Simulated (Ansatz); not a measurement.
Input file:

```
crystal:
  periodic: [false, false, false]
  atoms:
    - { symbol: W, position_ang: [0.0, 0.0, 0.0] }
    - { symbol: F, position_ang: [0.9293, 0.0, 1.8273] }
    - { symbol: H, position_ang: [1.7303, 0.0, 0.8322] }
    - { symbol: H, position_ang: [0.0, 1.72, 0.0] }
    - { symbol: H, position_ang: [-1.72, 0.0, 0.0] }
    - { symbol: F, position_ang: [0.0, -1.85, 0.0] }
    - { symbol: O, position_ang: [0.0, 0.0, -1.94] }
    - { symbol: H, position_ang: [0.5278, 0.7924, -2.2771] }
basis:
  gaussian: { orbitals: def2-SVP }
hamiltonian:
  xc: hf
relax:
  f_tol: 0.15
  max_steps: 25
  restrain:
    - { distance: [1, 2], at: 0.92, k: 30.0 }
    - { distance: [0, 1], at: 3.05, k: 30.0 }
    - { distance: [0, 2], at: 2.92, k: 30.0 }
output:
  orbitals: {}
```

Command:

```sh
ansatz run input.yaml --threads 1 --pin off --max-ram 2048MiB --backend cpu --events-out ev --progress --plain --runs-dir out
```

The fields are those of the run's last geometry, not of the input's.

Core potentials replace the inner electrons of W.

The calculation used Ansatz 0.2.0, RHF/def2-SVP.

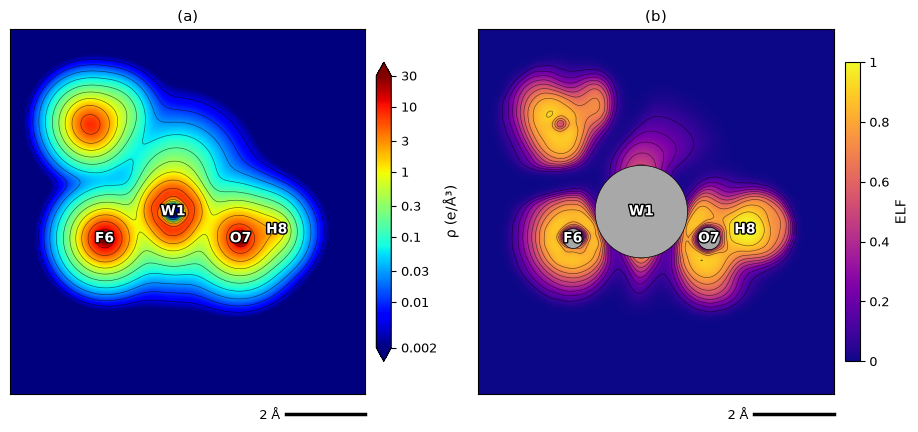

FH₃OW···HF. (a) electron density; (b) ELF on the plane of atoms F6, W1 and O7. Grey discs cover the atomic cores in the ELF map.

What do the fields say about this system?

Answer.
- The plane passes through W, F, O and H nuclei.
- W–O (1.84 Å): ρ is about 1.1 e/Å³ halfway; the ELF peaks at about 0.85 in the valence shell of O, 0.6 Å from its nucleus, and drops to about 0.20 between the two atoms.
- W–F (1.85 Å): ρ is about 1 e/Å³ halfway; the ELF peaks at about 0.85 in the valence shell of F, 0.5 Å from its nucleus, and drops to about 0.20 between the two atoms.
- O–H (0.95 Å): ρ is about 3.8 e/Å³ halfway; the ELF climbs to about 1 towards the hydrogen, as it does in any bond to H (a covalent bond by its length).
- The ELF also peaks beside F2, away from the bonds: lone-pair regions.
